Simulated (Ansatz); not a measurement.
**CHSi (doublet): one geometry, many settings at distance C2–H3 = 1.698 Å**

Aim: run CHSi (doublet) at one geometry under a spread of methods and options, and see what each costs and gives.

Computed with Ansatz 0.2.0, Gaussian basis. Level: the settings change from run to run.

19 further runs of the same task are left out: 1 for a mislabelled method, 1 for a known fault of the program, 9 that didn't finish, 8 set aside as unsound or not needed.

### Step 1. The geometry

The geometry derives from a PBE0/def2-TZVP stationary point (not a proven minimum). One bond is set to the value named and the two fragments are kept rigid.

3 atoms, charge 0, spin multiplicity 2.

Atoms are counted from 1 here; the program's logs count them from 0.

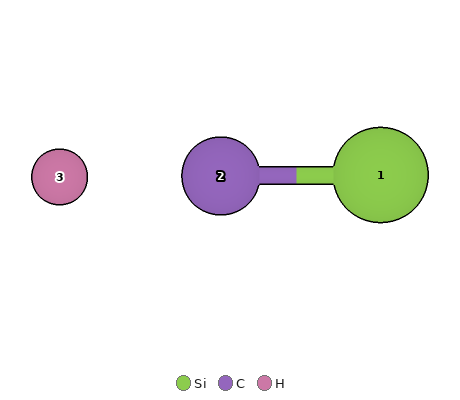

The geometry (silicon green, carbon purple, hydrogen pink); atoms are numbered from 1 in the order of the file.

Geometry (Å):

```xyz
3
charge 0, multiplicity 2
Si    0.00000    0.00000   -1.68763
C     0.00000    0.00000   -0.00518
H     0.00000    0.00000    1.69282
```

### Step 2. CCSDT on ROHF/6-31G

The input, in.yaml:

```yaml
crystal:
  periodic: [false, false, false]
  atoms:
    - {symbol: Si, position_ang: [0.000000, 0.000000, -1.687634]}
    - {symbol: C, position_ang: [0.000000, 0.000000, -0.005183]}
    - {symbol: H, position_ang: [0.000000, 0.000000, 1.692817]}
basis:
  gaussian: {orbitals: 6-31G}
magnetization: {spin_polarized: false, initial_magnetization: 1}
correlation: {method: ccsdt, electrons: outside_noble_gas}
```

On the command line:

```bash
$ ansatz run in.yaml --threads 1 --pin off --events-out ev --progress --plain --max-ram 2393MiB
```

Standard output, shortened:

```text
Functional definition: HF
  name "HF"
  cite "Fock, Z. Phys. 61, 126 (1930) doi:10.1007/BF01340294"
  parent pbe
[...]
500 factors; integrals over basis functions are off by at most 7.4e-8 eV
[...]
mean field -8900.26060979 eV, -327.0785445965 hartree, gradient 2.2e-6 eV, S^2 0.750000; 7 other end points of the search recorded, 0 dependent functions left out
[...]
determinant -8900.26060979 eV, -327.0785445965 hartree, with singles and doubles -8904.86676644 eV, -327.2478177311 hartree
determinant -8897.93481567 eV, -326.9930732390 hartree, with singles and doubles -8903.74744329 eV, -327.2066833642 hartree
unrestricted determinant -8900.97983937 eV, -327.1049757961 hartree, S^2 1.6107
6 core orbitals not correlated: weight in the atoms' cores, before any rotation towards them, 1.000 or more for the frozen orbitals, at most 0.000 for the correlated occupied ones
reference -8900.26060979 eV, -327.0785445965 hartree; 5, 4 occupied and 13, 14 virtual orbitals, 500 factors
second order -3.82645626 eV of doubles, -0.01993752 eV of singles
cycle   1  -4.11911890 eV  change   -2.7e-1 eV  update   1.1e-1
[...]
cycle  22  -4.83648406 eV  change   -3.2e-7 eV  update   6.1e-7
Total energy: -8905.09709385 eV, -327.2562821073 hartree
```

It took 2.7 s on 1 thread of Arm Neoverse V1, shared host.

From the report: correlation -4.8365 eV; T1 0.031; largest double amplitude 0.17.

### Step 3. MP2 on UHF/6-31G*

The input, in.yaml:

```yaml
crystal:
  periodic: [false, false, false]
  atoms:
    - {symbol: Si, position_ang: [0.000000, 0.000000, -1.687634]}
    - {symbol: C, position_ang: [0.000000, 0.000000, -0.005183]}
    - {symbol: H, position_ang: [0.000000, 0.000000, 1.692817]}
basis:
  gaussian: {orbitals: "6-31G*"}
magnetization: {spin_polarized: true, initial_magnetization: 1}
hamiltonian: {pseudopotentials: {relativity: scalar}}
correlation: {method: mp2, electrons: outside_noble_gas}
scf: {lower_state_search: off}
```

The command is unchanged.

Standard output, shortened:

```text
Functional definition: HF
  name "HF"
  cite "Fock, Z. Phys. 61, 126 (1930) doi:10.1007/BF01340294"
  parent pbe
[...]
345 factors; integrals over basis functions are off by at most 6.8e-4 eV
[...]
mean field -8917.10972740 eV, -327.6977382480 hartree, gradient 2.8e-6 eV, S^2 1.567869; 0 other end points of the search recorded, 0 dependent functions left out
6 core orbitals not correlated: weight in the atoms' cores, before any rotation towards them, 1.000 or more for the frozen orbitals, at most 0.000 for the correlated occupied ones
reference -8917.10972740 eV, -327.6977382480 hartree; 5, 4 occupied and 25, 26 virtual orbitals, 345 factors
second order -3.97382620 eV of doubles, -0.00000000 eV of singles
Total energy: -8921.08355361 eV, -327.8437736674 hartree
Relativity: scalar
Checks for a lower state left out: stability, starts, cluster_reference, orbital_swaps, neighbouring_geometries, increment
```

It took 0.21 s on 1 thread of Arm Neoverse V1, shared host.

From the report: ⟨S²⟩ of the determinant 1.568 (pure doublet: 0.75). The determinant is far from a pure spin state, so its energy mixes those of several spin states (harmless only where they are near-degenerate, as at dissociation).

### Step 4. BCCD on UHF/6-31G

The input, in.yaml:

```yaml
crystal:
  periodic: [false, false, false]
  atoms:
    - {symbol: Si, position_ang: [0.000000, 0.000000, -1.687634]}
    - {symbol: C, position_ang: [0.000000, 0.000000, -0.005183]}
    - {symbol: H, position_ang: [0.000000, 0.000000, 1.692817]}
basis:
  gaussian: {orbitals: 6-31G}
magnetization: {spin_polarized: true, initial_magnetization: 1}
correlation: {method: bccd, electrons: outside_noble_gas, diis_vectors: 1}
output: {forces: true}
```

Launched as before.

Standard output, shortened:

```text
Functional definition: HF
  name "HF"
  cite "Fock, Z. Phys. 61, 126 (1930) doi:10.1007/BF01340294"
  parent pbe
[...]
299 factors; integrals over basis functions are off by at most 2.2e-4 eV
[...]
mean field -8900.97975887 eV, -327.1049728378 hartree, gradient 1.7e-6 eV, S^2 1.610687; 17 other end points of the search recorded, 0 dependent functions left out
determinant -8900.97975887 eV, -327.1049728378 hartree, with singles and doubles -8904.82436876 eV, -327.2462596453 hartree
determinant -8900.09593188 eV, -327.0724927950 hartree, with singles and doubles -8903.62984125 eV, -327.2023615689 hartree
determinant -8898.28212458 eV, -327.0058366062 hartree, with singles and doubles -8903.44194808 eV, -327.1954566222 hartree
determinant -8898.21575227 eV, -327.0033974685 hartree, with singles and doubles -8903.58236284 eV, -327.2006167694 hartree
[...]
6 core orbitals not correlated: weight in the atoms' cores, before any rotation towards them, 1.000 or more for the frozen orbitals, at most 0.000 for the correlated occupied ones
reference -8900.97975887 eV, -327.1049728378 hartree; 5, 4 occupied and 13, 14 virtual orbitals, 299 factors
second order -2.37215115 eV of doubles, -0.00000000 eV of singles
cycle   1  -3.92506098 eV  change   -8.0e-2 eV  update   6.8e-2
[...]
cycle  27  -3.86833819 eV  change   -2.1e-7 eV  update   3.8e-7
WARN: the results are in doubt because among natural orbitals full CI differs from the method by -0.102 eV
[...]
Total energy: -8904.84809706 eV, -327.2471316442 hartree
Atom 0 at     0.000000     0.000000    -1.687634 Å, force    -0.000000     0.000000    -2.868914 eV/Å
Atom 1 at     0.000000     0.000000    -0.005183 Å, force     0.000000    -0.000000     7.058408 eV/Å
Atom 2 at     0.000000     0.000000     1.692817 Å, force    -0.000000    -0.000000    -4.189494 eV/Å
Dipole moment:     0.000000     0.000000     0.057654 e Å
In doubt: among natural orbitals full CI differs from the method by -0.102 eV
```

Run time: 2.8 s. Hardware: 1 thread of Arm Neoverse V1, shared host.

From the report: ⟨S²⟩ of the determinant 1.611 (pure doublet: 0.75); correlation -3.8683 eV; largest double amplitude 0.15. The determinant is far from a pure spin state, so its energy mixes those of several spin states (harmless only where they are near-degenerate, as at dissociation). The program marks this result as in doubt; its last lines say why.

### Step 5. CASCI(5,4)/cc-pVDZ

The input, in.yaml:

```yaml
crystal:
  periodic: [false, false, false]
  atoms:
    - {symbol: Si, position_ang: [0.000000, 0.000000, -1.687634]}
    - {symbol: C, position_ang: [0.000000, 0.000000, -0.005183]}
    - {symbol: H, position_ang: [0.000000, 0.000000, 1.692817]}
basis:
  gaussian: {orbitals: cc-pVDZ}
magnetization: {spin_polarized: false, initial_magnetization: 1}
correlation: {active_space: {window: {electrons: 5, orbitals: 4}, fixed_orbitals: true}}
scf: {lower_state_search: off}
```

Same command.

Standard output:

```text
Functional definition: HF
  name "HF"
  cite "Fock, Z. Phys. 61, 126 (1930) doi:10.1007/BF01340294"
  parent pbe
  exchange = exact_x
  correlation = 0
these checks for a lower state are left out or cut short: stability, starts, cluster_reference, orbital_swaps, neighbouring_geometries, increment
364 factors; integrals over basis functions are off by at most 1.3e-3 eV
mean field evaluation 1: about -8901.1344 eV, gradient 1.2e1 eV
mean field evaluation 2: about -8901.1378 eV, gradient 1.2e1 eV
mean field evaluation 4: about -8901.8770 eV, gradient 3.0e0 eV
mean field evaluation 8: about -8901.9369 eV, gradient 6.0e-3 eV
mean field -8901.93692044 eV, -327.1401478766 hartree, gradient 6.9e-6 eV, S^2 0.750000; 0 other end points of the search recorded, 0 dependent functions left out
reference -8901.93692044 eV, -327.1401478766 hartree; 11, 10 occupied and 26, 27 virtual orbitals, 364 factors
state -8902.02105928 eV, -327.1432399219 hartree
Total energy: -8902.02105928 eV, -327.1432399219 hartree
Checks for a lower state left out: stability, starts, cluster_reference, orbital_swaps, neighbouring_geometries, increment
```

It took 0.18 s on 1 thread of Arm Neoverse V1, shared host.

From the report: 6 determinants; active occupations 2.00, 1.99, 1.00, 0.01.

### Step 6. BCCD/def2-mTZVP

in.yaml, as its differences from that of step 5:

```diff
@@ -7,5 +7,6 @@
 basis:
-  gaussian: {orbitals: cc-pVDZ}
+  gaussian: {orbitals: def2-mTZVP}
 magnetization: {spin_polarized: false, initial_magnetization: 1}
-correlation: {active_space: {window: {electrons: 5, orbitals: 4}, fixed_orbitals: true}}
+hamiltonian: {xc: {name: PBE}}
+correlation: {method: bccd, electrons: all}
 scf: {lower_state_search: off}
```

Launched as before.

Standard output, shortened:

```text
Functional definition: PBE
  name "PBE"
  cite "Perdew, Burke & Ernzerhof, Phys. Rev. Lett. 77, 3865 (1996) doi:10.1103/PhysRevLett.77.3865"
  parent pbe
[...]
393 factors; integrals over basis functions are off by at most 1.4e-3 eV
[...]
mean field -8919.19967767 eV, -327.7745425037 hartree, gradient 1.8e-6 eV, S^2 0.750000; 0 other end points of the search recorded, 0 dependent functions left out
reference -8901.51750890 eV, -327.1247347868 hartree; 11, 10 occupied and 33, 34 virtual orbitals, 393 factors
second order -7.40689612 eV of doubles, -0.49568843 eV of singles
cycle   1  -7.80239363 eV  change    9.1e-2 eV  update   1.0e-1
[...]
cycle  14  -8.26701525 eV  change    2.0e-5 eV  update   1.7e-5
Total energy: -8909.78452415 eV, -327.4285419935 hartree
Checks for a lower state left out: stability, starts, cluster_reference, orbital_swaps, neighbouring_geometries, increment
```

It took 2.2 s on 1 thread of Arm Neoverse V1, shared host.

From the report: correlation -8.2670 eV; largest double amplitude 0.11.

### Step 7. HF/def2-SVPD

The input, in.yaml:

```yaml
crystal:
  periodic: [false, false, false]
  atoms:
    - {symbol: Si, position_ang: [0.000000, 0.000000, -1.687634]}
    - {symbol: C, position_ang: [0.000000, 0.000000, -0.005183]}
    - {symbol: H, position_ang: [0.000000, 0.000000, 1.692817]}
basis:
  gaussian: {orbitals: def2-SVPD}
magnetization: {spin_polarized: true, initial_magnetization: 1}
hamiltonian: {xc: hf}
output: {orbitals: {seedname: orbitals}}
```

Launched as before.

Standard output, shortened:

```text
Functional definition: HF
  name "HF"
  cite "Fock, Z. Phys. 61, 126 (1930) doi:10.1007/BF01340294"
  parent pbe
[...]
511 factors; integrals over basis functions are off by at most 9.1e-4 eV
[...]
mean field -8899.07887150 eV, -327.0351165154 hartree, gradient 1.8e-5 eV, S^2 1.515513; 8 other end points of the search recorded, 0 dependent functions left out
reference -8899.07887150 eV, -327.0351165154 hartree; 11, 10 occupied and 41, 42 virtual orbitals, 511 factors
Total energy: -8899.07887150 eV, -327.0351165154 hartree
```

Run time: 1.5 s. Hardware: 1 thread of Arm Neoverse V1, shared host.

From the report: ⟨S²⟩ of the determinant 1.516 (pure doublet: 0.75). The determinant is far from a pure spin state, so its energy mixes those of several spin states (harmless only where they are near-degenerate, as at dissociation).

### Step 8. CASCI(3,6)/cc-pVDZ

The input, in.yaml:

```yaml
crystal:
  periodic: [false, false, false]
  atoms:
    - {symbol: Si, position_ang: [0.000000, 0.000000, -1.687634]}
    - {symbol: C, position_ang: [0.000000, 0.000000, -0.005183]}
    - {symbol: H, position_ang: [0.000000, 0.000000, 1.692817]}
basis:
  gaussian: {orbitals: cc-pVDZ}
magnetization: {spin_polarized: false, initial_magnetization: 1}
hamiltonian: {pseudopotentials: {relativity: none}}
correlation: {active_space: {window: {electrons: 3, orbitals: 6}, fixed_orbitals: true, states: [{multiplicity: 2, weights: [1, 1, 0.5]}, {multiplicity: 4, weights: [1]}], root: 0}}
```

Same command.

Standard output, shortened:

```text
Functional definition: HF
  name "HF"
  cite "Fock, Z. Phys. 61, 126 (1930) doi:10.1007/BF01340294"
  parent pbe
[...]
667 factors; integrals over basis functions are off by at most 2.0e-7 eV
[...]
mean field -8901.93695970 eV, -327.1401493194 hartree, gradient 7.0e-6 eV, S^2 0.750000; 5 other end points of the search recorded, 0 dependent functions left out
reference -8901.93695970 eV, -327.1401493194 hartree; 11, 10 occupied and 26, 27 virtual orbitals, 667 factors
state -8902.53712633 eV, -327.1622050361 hartree
state -8902.49739689 eV, -327.1607450063 hartree
state -8898.59579550 eV, -327.0173637997 hartree
state -8899.39126402 eV, -327.0465967288 hartree
Total energy: -8902.53712633 eV, -327.1622050361 hartree
```

Wall time 0.69 s (1 thread of Arm Neoverse V1, shared host).

From the report: 22 determinants; active occupations (of the averaged states) 1.28, 1.22, 0.36, 0.14, 0.00, 0.00.

### Step 9. NEVPT4(SD)(1,8)/6-31G

The input, in.yaml:

```yaml
crystal:
  periodic: [false, false, false]
  atoms:
    - {symbol: Si, position_ang: [0.000000, 0.000000, -1.687634]}
    - {symbol: C, position_ang: [0.000000, 0.000000, -0.005183]}
    - {symbol: H, position_ang: [0.000000, 0.000000, 1.692817]}
basis:
  gaussian: {orbitals: 6-31G, fitting: {mean_field: def2-universal-jkfit}}
magnetization: {spin_polarized: false, initial_magnetization: 1}
correlation: {method: fic_nevpt4_sd, electrons: valence, active_space: {window: {electrons: 1, orbitals: 8}, states: [{multiplicity: 2, weights: [1, 1, 0.5]}]}}
```

The command is unchanged.

Standard output, shortened:

```text
Functional definition: HF
  name "HF"
  cite "Fock, Z. Phys. 61, 126 (1930) doi:10.1007/BF01340294"
  parent pbe
[...]
221 factors; integrals over basis functions are off by at most 1.2e-1 eV
[...]
mean field -8900.26026118 eV, -327.0785317854 hartree, gradient 5.2e-6 eV, S^2 0.750000; 7 other end points of the search recorded, 0 dependent functions left out
reference -8900.26026118 eV, -327.0785317854 hartree; 11, 10 occupied and 13, 14 virtual orbitals, 221 factors
state -8900.16091310 eV, -327.0748808106 hartree
state -8895.83623768 eV, -326.9159519202 hartree
state -8895.58720618 eV, -326.9068001815 hartree
state -8900.16091310 eV, -327.0748808106 hartree; corrected -8904.64471516 eV, -327.2396574972 hartree
state -8895.83623768 eV, -326.9159519202 hartree; corrected -8899.44935903 eV, -327.0487316810 hartree
state -8895.58720618 eV, -326.9068001815 hartree; corrected -8900.16557085 eV, -327.0750519797 hartree
WARN: 5 active orbitals are nearly empty or full. The corrections depend on them more than the energy does, and are more stable in an active space without them
Total energy: -8901.67074385 eV, -327.1303660672 hartree
```

Wall time 1.9 s (1 thread of Arm Neoverse V1, shared host).

From the report: 5 determinants; active occupations (of the averaged states) 0.40, 0.40, 0.20, 0.00, 0.00, 0.00, 0.00, 0.00. The report marks this result as in doubt.

### Step 10. MRCISD+Q(relaxed)(3,4)/cc-pVDZ

The input, in.yaml:

```yaml
crystal:
  periodic: [false, false, false]
  atoms:
    - {symbol: Si, position_ang: [0.000000, 0.000000, -1.687634]}
    - {symbol: C, position_ang: [0.000000, 0.000000, -0.005183]}
    - {symbol: H, position_ang: [0.000000, 0.000000, 1.692817]}
basis:
  gaussian: {orbitals: cc-pVDZ}
magnetization: {spin_polarized: false, initial_magnetization: 1}
correlation: {method: fic_mrcisd_q_relaxed, electrons: outside_noble_gas, active_space: {window: {electrons: 3, orbitals: 4}}}
scf: {lower_state_search: off}
```

The command is unchanged.

Standard output, shortened:

```text
Functional definition: HF
  name "HF"
  cite "Fock, Z. Phys. 61, 126 (1930) doi:10.1007/BF01340294"
  parent pbe
[...]
364 factors; integrals over basis functions are off by at most 1.3e-3 eV
[...]
mean field -8901.93692044 eV, -327.1401478766 hartree, gradient 6.9e-6 eV, S^2 0.750000; 0 other end points of the search recorded, 0 dependent functions left out
reference -8901.93692044 eV, -327.1401478766 hartree; 11, 10 occupied and 26, 27 virtual orbitals, 364 factors
state -8902.97738635 eV, -327.1783842937 hartree
contracted CI cycle   1: correlation 0.00000000 eV, 0.0000000000 hartree, residual 1.64e1 eV
contracted CI cycle   2: correlation -4.80828395 eV, -0.1767011759 hartree, residual 3.48e0 eV
contracted CI cycle   3: correlation -5.06354065 eV, -0.1860816868 hartree, residual 1.50e0 eV
contracted CI cycle   4: correlation -5.10838460 eV, -0.1877296714 hartree, residual 7.04e-1 eV
contracted CI cycle   5: correlation -5.11948516 eV, -0.1881376096 hartree, residual 2.56e-1 eV
contracted CI cycle   6: correlation -5.12077900 eV, -0.1881851574 hartree, residual 1.14e-1 eV
contracted CI cycle   7: correlation -5.12108192 eV, -0.1881962893 hartree, residual 5.08e-2 eV
contracted CI cycle   8: correlation -5.12114489 eV, -0.1881986033 hartree, residual 2.03e-2 eV
contracted CI cycle   9: correlation -5.12115435 eV, -0.1881989512 hartree, residual 7.62e-3 eV
contracted CI cycle  10: correlation -5.12115561 eV, -0.1881989973 hartree, residual 2.90e-3 eV
contracted CI cycle  11: correlation -5.12115580 eV, -0.1881990043 hartree, residual 1.20e-3 eV
state -8902.97738635 eV, -327.1783842937 hartree; corrected -8908.76521426 eV, -327.3910830459 hartree
Total energy: -8908.76521426 eV, -327.3910830459 hartree
Checks for a lower state left out: stability, starts, cluster_reference, orbital_swaps, neighbouring_geometries, increment
```

Run time: 0.69 s. Hardware: 1 thread of Arm Neoverse V1, shared host.

From the report: 12 determinants; active occupations 1.91, 0.98, 0.09, 0.02.

### Step 11. The runs in one table

Where basis and cores are those of an earlier FCI/6-31G run (-8905.1223 eV), and the state is the same kind, the miss against it is given. † marks a result that the program doubts.

| level | correlated | functions | energy (eV) | from FCI (meV) | time |
| --- | --- | --- | --- | --- | --- |
| CCSDT on ROHF/6-31G | outside noble gas | 24 | -8905.0971 | 25.2 | 2.7 s |
| MP2 on UHF/6-31G* (relativity set) | outside noble gas | 36 | -8921.0836 |  | 0.21 s |
| BCCD on UHF/6-31G † | outside noble gas | 24 | -8904.8481 | 274.2 | 2.8 s |
| CASCI(5,4)/cc-pVDZ |  | 37 | -8902.0211 |  | 0.18 s |
| BCCD/def2-mTZVP (on PBE orbitals) | all | 44 | -8909.7845 |  | 2.2 s |
| HF/def2-SVPD |  | 52 | -8899.0789 |  | 1.5 s |
| CASCI(3,6)/cc-pVDZ (lowest root of an average) |  | 37 | -8902.5371 |  | 0.69 s |
| NEVPT4(SD)(1,8)/6-31G (mean of several states) † | valence | 24 | -8901.6707 |  | 1.9 s |
| MRCISD+Q(relaxed)(3,4)/cc-pVDZ | outside noble gas | 37 | -8908.7652 |  | 0.69 s |

### Step 12. What came out

```
quantity                       value
    runs                           9
quickest  CASCI(5,4)/cc-pVDZ, 0.18 s
 slowest  BCCD on UHF/6-31G †, 2.8 s
```

Total energies in different bases, with other cores or another treatment of relativity can't be set against each other. BCCD on UHF/6-31G † took 16 times as long as CASCI(5,4)/cc-pVDZ; the jobs differ in more than the method. Among the correlated runs with a miss given, it spans +25 to +274 meV.
